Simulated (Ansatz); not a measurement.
# One shape, several levels: [GeH3]− (SMILES [H][Ge-]([H])[H])

We compute a comparison of 6 runs (PBE0/STO-3G, UPBE/STO-3G, UPBE0/STO-3G, revPBE/STO-3G, wB97M-V/STO-3G, BCCD(T)/STO-3G) of [GeH3]−. 

The calculation is run with Ansatz 0.2.0.

5 further runs of the same task are left out: 4 that didn't finish, 1 set aside as unsound or not needed.

## Step 1: The structure to begin with

[GeH3]− has 4 atoms, charge -1, and is taken as a singlet. As SMILES, `[H][Ge-]([H])[H]`. The H4–Ge1 distance was set to 3.512 Å, away from the relaxed value. At this shape a bond of the SMILES string is far longer than usual.

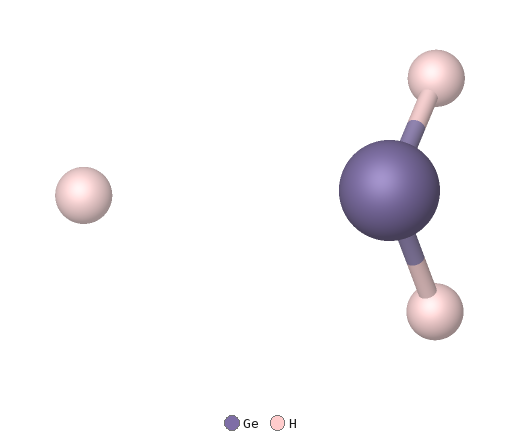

Viewed from a chosen angle; germanium purple, hydrogen pink.

## Step 2: The energy at PBE0/STO-3G (run 1)

job.yaml reads:

```yaml
crystal:
  periodic: [false, false, false]
  atoms:
    - {symbol: Ge, position_ang: [0.721945, 1.235444, 1.787890]}
    - {symbol: H, position_ang: [2.151415, 1.198184, 0.775450]}
    - {symbol: H, position_ang: [0.052005, 2.479114, 0.748160]}
    - {symbol: H, position_ang: [-0.736970, -1.223820, -0.251850]}
basis:
  gaussian:
    orbitals: STO-3G
total_charge: -1
accuracy: high
hamiltonian:
  xc: pbe0
```

Command:

```
$ ansatz run job.yaml --threads 1 --pin off --max-ram 2610MiB --events-out events.jsonl --progress --plain --runs-dir runs
```

What it wrote:

```text
Warning: RAYON_NUM_THREADS=1 ignored (pool sized by the plan → 1); use --threads N
Functional definition: PBE0
  name "PBE0"
  parameter a = 0.25
  parameter kappa = 0.804
  parameter beta = 0.06672455060314922
  exchange = (1 - a)*pbe_x(kappa = kappa, mu = beta*pi^2/3) + a*exact_x
  correlation = pbe_c(beta = beta)
251 factors; integrals over basis functions are off by at most 1.9e-8 eV
mean field evaluation 1: about -55841.7927 eV, gradient 8.1e1 eV
mean field evaluation 2: about -55861.1874 eV, gradient 5.5e1 eV
mean field evaluation 4: about -55881.5526 eV, gradient 2.7e1 eV
mean field evaluation 8: about -55896.8005 eV, gradient 9.3e0 eV
mean field evaluation 16: about -55897.9220 eV, gradient 5.2e-2 eV
mean field evaluation 32: about -55885.6874 eV, gradient 5.7e1 eV
mean field -55897.92206174 eV, -2054.2107467964 hartree, gradient 1.2e-8 eV, S^2 0.000000; 6 other end points of the search recorded, 0 dependent functions left out
reference -55897.92206320 eV, -2054.2107468503 hartree; 18, 18 occupied and 3, 3 virtual orbitals, 251 factors
Total energy: -55897.92206320 eV, -2054.2107468503 hartree
```

Run time: 1.4 s. Hardware: 1 thread of Arm Neoverse V1, shared host.

## Step 3: A single-point energy at UPBE/STO-3G (run 2)

input.yaml reads:

```yaml
crystal:
  periodic: [false, false, false]
  atoms:
    - {symbol: Ge, position_ang: [0.721945, 1.235444, 1.787890]}
    - {symbol: H, position_ang: [2.151415, 1.198184, 0.775450]}
    - {symbol: H, position_ang: [0.052005, 2.479114, 0.748160]}
    - {symbol: H, position_ang: [-0.736970, -1.223820, -0.251850]}
basis:
  gaussian:
    orbitals: STO-3G
hamiltonian:
  xc: {name: PBE}
total_charge: -1
accuracy: high
magnetization:
  spin_polarized: true
```

Command:

```
$ ansatz run input.yaml --threads 1 --pin off --max-ram 2610MiB --events-out events.jsonl --progress --plain --runs-dir runs
```

What it wrote, shortened:

```text
Warning: RAYON_NUM_THREADS=1 ignored (pool sized by the plan → 1); use --threads N
Functional definition: PBE
  name "PBE"
[...]
251 factors; integrals over basis functions are off by at most 1.9e-8 eV
[...]
mean field -55894.39521659 eV, -2054.0811376279 hartree, gradient 4.5e-8 eV, S^2 0.797594; 8 other end points of the search recorded, 0 dependent functions left out
reference -55894.39521858 eV, -2054.0811377009 hartree; 18, 18 occupied and 3, 3 virtual orbitals, 251 factors
Total energy: -55894.39521858 eV, -2054.0811377009 hartree
```

Wall time 5.1 s (1 thread of Arm Neoverse V1, shared host); peak memory 0.11 GiB.

Runs 3 to 5 aren't shown in full; the table further down has their settings and results.

## Step 4: A single-point energy at BCCD(T)/STO-3G (run 6)

job.yaml, as its differences from that of step 2:

```diff
@@ -8,7 +8,6 @@
 basis:
-  gaussian:
-    orbitals: STO-3G
+  gaussian: {orbitals: STO-3G}
 total_charge: -1
+correlation: {method: bccd_t, frozen_orbitals: {Ge: 9, H: 0}}
 accuracy: high
-hamiltonian:
-  xc: pbe0
+scf: {omitted_lower_state_checks: [cluster_reference, increment]}
```

Command:

```
$ ansatz run job.yaml --threads 1 --pin off --max-ram 2610MiB --events-out events.jsonl --progress --plain --runs-dir runs
```

What it wrote, shortened:

```text
Warning: RAYON_NUM_THREADS=1 ignored (pool sized by the plan → 1); use --threads N
Functional definition: HF
  name "HF"
[...]
251 factors; integrals over basis functions are off by at most 1.9e-8 eV
[...]
mean field -55865.07968081 eV, -2053.0038115586 hartree, gradient 6.4e-8 eV, S^2 0.000000; 0 other end points of the search recorded, 0 dependent functions left out; unrestricted orbitals would lower it
9 core orbitals not correlated: weight in the atoms' cores, before any rotation towards them, 1.000 or more for the frozen orbitals, at most 0.000 for the correlated occupied ones
reference -55865.07968081 eV, -2053.0038115586 hartree; 9, 9 occupied and 3, 3 virtual orbitals, 251 factors
second order -2.19228658 eV of doubles, -0.00000000 eV of singles
cycle   1  -2.12899538 eV  change   -6.9e-1 eV  update   1.6e-1
[...]
cycle  31  -3.92877528 eV  change   -1.7e-9 eV  update  2.9e-10
perturbative correction -0.02565792 eV, -0.0009429110 hartree
WARN: these amplitudes may be one of several solutions (largest doubles amplitude 0.71, level shift 5.08 eV)
Total energy: -55869.03411400 eV, -2053.1491342981 hartree
Checks for a lower state left out: cluster_reference, increment
```

It took 0.2 s on 1 thread of Arm Neoverse V1, shared host.

## Step 5: The series

| run | level | frozen core orbitals | energy (Eh) | wall time |
| --- | --- | --- | --- | --- |
| 1 | PBE0/STO-3G | – | -2054.210747 | 1.4 s |
| 2 | UPBE/STO-3G | – | -2054.081138 | 5.1 s |
| 3 | UPBE0/STO-3G | – | -2054.239744 | 4.5 s |
| 4 | revPBE/STO-3G | – | -2054.280177 | 2.6 s |
| 5 | wB97M-V/STO-3G | – | -2054.470471 | 12 s |
| 6 | BCCD(T)/STO-3G | 9 | -2053.149134 | 0.2 s |

## Step 6: Outcome

| quantity | value |
| --- | --- |
| run 6: total energy | -2053.14913 Eh |
| run 6: correlation energy (9 core orbitals frozen) | -145.3 mEh |
| run 6: (T) correction | -0.94 mEh |

Totals of different functionals can't be ranked against each other. In run 6 the log says that unrestricted orbitals would lower the reference, so the values rest on an unstable closed-shell determinant (other closed-shell runs at this shape may share the fault). In runs 1, 2, 3, 4, 5, 6 the basis is minimal, so the values are rough. Spin contamination of the reference: run 2 ⟨S²⟩ = 0.80, run 3 ⟨S²⟩ = 0.73. Where it is this large, the reference is a mixture of spin states, and values that rest on it are in doubt. All runs together took 26 s, the longest 12 s.
